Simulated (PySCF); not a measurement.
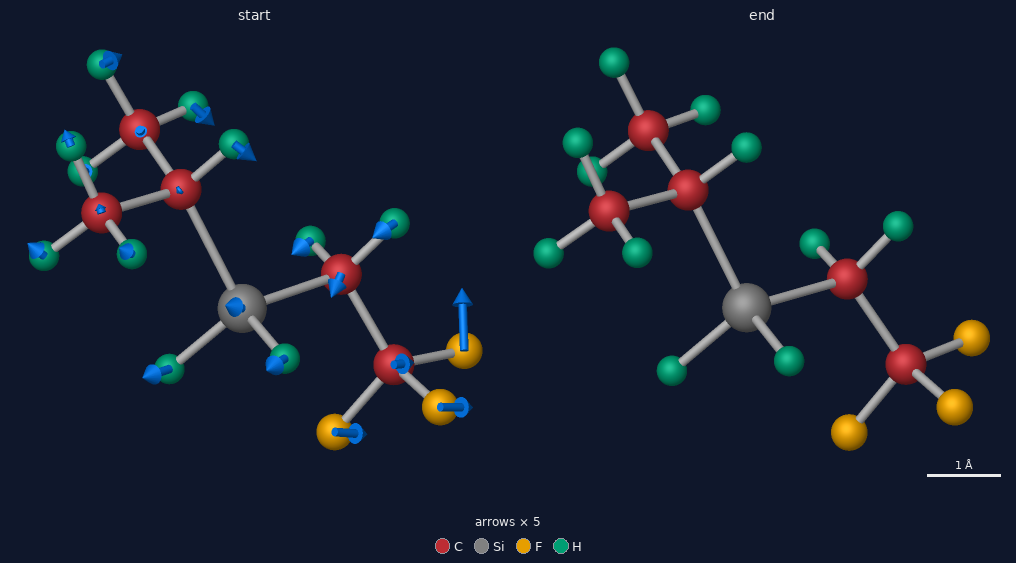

The structure of C₅H₁₁F₃Si before (left) and after (right) a relaxation, at one scale. The blue arrows give the displacements, magnified 5 times.

A ball-and-stick model, seen from a free direction.

The start comes from GFN2-xTB. Its atoms were then displaced at random by about 0.01 Å.

Theory: PBE0-D3(BJ)/def2-SVP geometry optimisation, gas phase in PySCF. 

Question: What changed between the two?

Answer: The energy falls by 0.216 eV in 4 geometry steps. The largest move after the best rigid fit is that of an F atom, 0.18 Å. By element the largest moves are F 0.18 Å, H 0.12 Å, C 0.08 Å, Si 0.08 Å. Some distances before and after: C–Si 1.943 → 1.894 Å, H–Si 1.450 → 1.494 Å, C–H 1.071 → 1.101 Å, H–Si 1.473 → 1.496 Å. Bond angles that change, for instance: Si–C–C 108.3° → 116.1°, Si–C–H 113.4° → 109.2°, Si–C–H 110.1° → 106.0°.
